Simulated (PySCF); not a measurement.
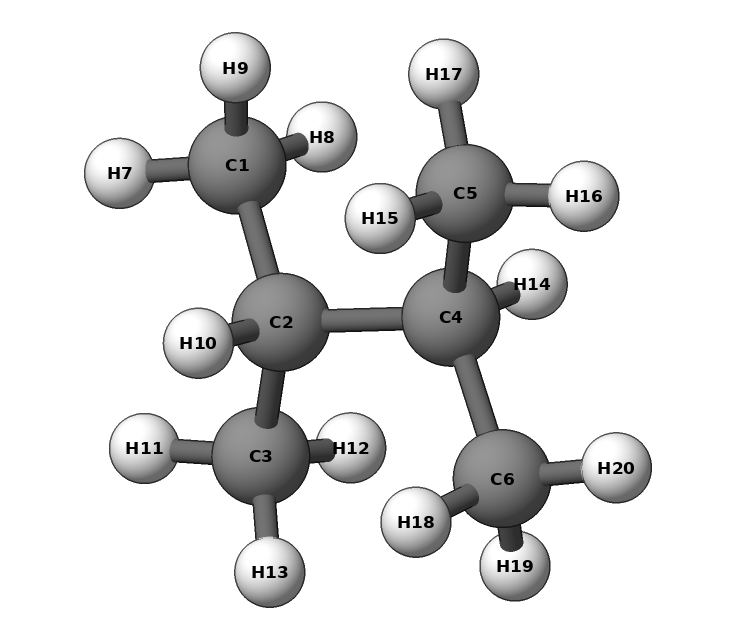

Geometry: an end point of a reaction path computed with GFN2-xTB. Level of theory: GIAO PBE0/pcSseg-1 NMR shielding, non-relativistic, gas phase (PySCF 2.14.0). Principal shieldings σ11 ≤ σ22 ≤ σ33, span Ω = σ33 − σ11, skew κ = 3(σiso − σ22)/Ω.

Give the shielding tensors of the C atoms.

```tsv
atom	σ11	σ22	σ33	σiso	Ω	κ
C1, C5	147.2	154.7	186.3	162.7	39.1	0.62
C2, C4	132.8	148.6	161.7	147.7	28.9	−0.09
C3, C6	148.7	156.1	184.3	163.0	35.6	0.58
```

Shieldings and span in ppm.
